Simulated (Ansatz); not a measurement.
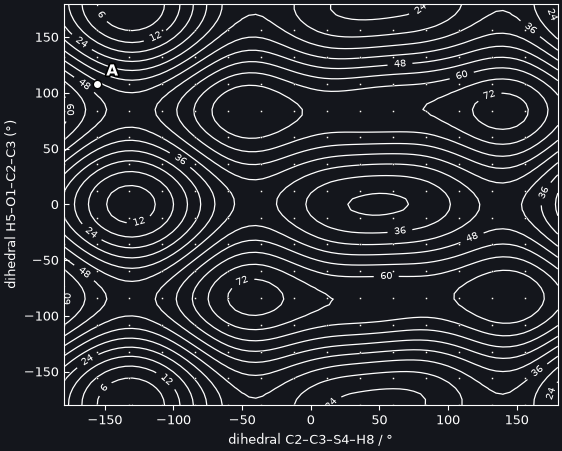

C2H5OS, SMILES OC=C[SH2+], charge +1. The first coordinate is: dihedral C2–C3–S4–H8; the second: dihedral H5–O1–C2–C3. Nothing is relaxed (all other coordinates rigid). The scan uses a 15 × 15 grid. Points are written as (first, second). Energies are in kJ/mol, from the lowest grid point. These are results of RKS CAM-B3LYP-D4/def2-SVP (Ansatz 0.2.0), not measurements.

In the figure: contour lines labelled in kJ/mol, dots at the grid points, the point A. Between grid points the surface is interpolated.

Question: Which way does the force act at A, and how strong is it?

Answer: A, at (−156°, 108°), is not a stationary point. The computed force is 0.41 kJ/mol for each degree towards larger values of dihedral C2–C3–S4–H8 and 0.56 kJ/mol for each degree towards larger values of dihedral H5–O1–C2–C3.
